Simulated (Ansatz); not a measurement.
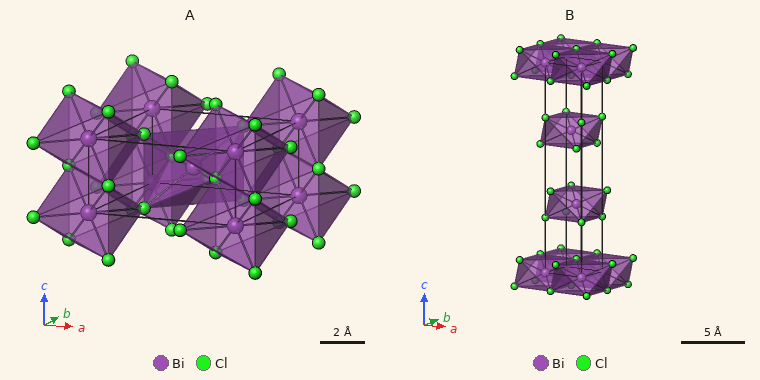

Two structures of BiCl2, each relaxed to rest (conventional cells in solid outline, small ones repeated, not to one scale). Method: DFT PBE, scalar-relativistic, plane waves, PAW (Ansatz 0.2.0), without spin polarisation.

**What are the two structures?**

A: 6 atoms a cell on a primitive tetragonal lattice, P4_2/mnm. B: 9 atoms a cell on a rhombohedral (trigonal R) lattice, R-3m.

**Which structure is more stable?**

A is lower, by 108 meV/atom at this level of theory (energies at zero smearing). Volumes: A 31.4, B 34.2 Å³/atom.

One or both may be structure types tried for this composition rather than known phases.
